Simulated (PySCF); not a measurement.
```yaml
atoms:
  - { symbol: O, position_ang: [-3.1319, 2.1458, -0.8788] }
  - { symbol: B, position_ang: [-1.9498, 1.5580, -1.0006] }
  - { symbol: C, position_ang: [-1.9259, -0.0389, -0.8555] }
  - { symbol: C, position_ang: [-1.3914, -0.6510, -2.0385] }
  - { symbol: N, position_ang: [-0.9723, -1.1277, -2.9904] }
  - { symbol: H, position_ang: [-3.1877, 3.0978, -0.9638] }
  - { symbol: H, position_ang: [-0.9500, 2.1521, -1.2020] }
  - { symbol: H, position_ang: [-2.9282, -0.4377, -0.6869] }
  - { symbol: H, position_ang: [-1.2911, -0.3352, -0.0163] }
```

Geometry: GFN2-xTB.

The calculation used PySCF 2.14.0, CAM-B3LYP/def2-SVPD, SCF density, gas phase.

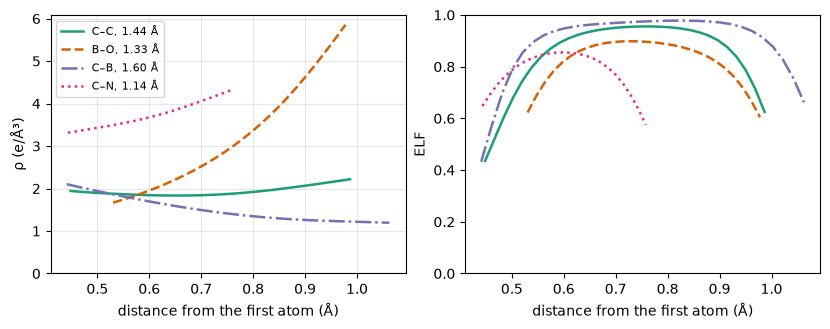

C$_{2}$H$_{4}$BNO. Electron density and ELF along straight lines between neighbouring atoms. The curves leave out the atomic cores.

### Compare the contacts.

C–C (1.44 Å): ρ at the midpoint is about 1.9 e/Å³; the ELF peaks at about 0.95 between the atoms, as expected for localised, covalent bonding.
B–O (1.33 Å): ρ is about 2.3 e/Å³ halfway; the ELF peaks at about 0.90 between the atoms (a polar covalent bond).
C–B (1.60 Å): the density is about 1.3 e/Å³ at the midpoint; the ELF peaks at about 1 between the atoms: a shared electron pair.
C–N (1.14 Å): ρ is about 3.6 e/Å³ halfway; the ELF peaks at about 0.85 between the atoms: a multiple bond.
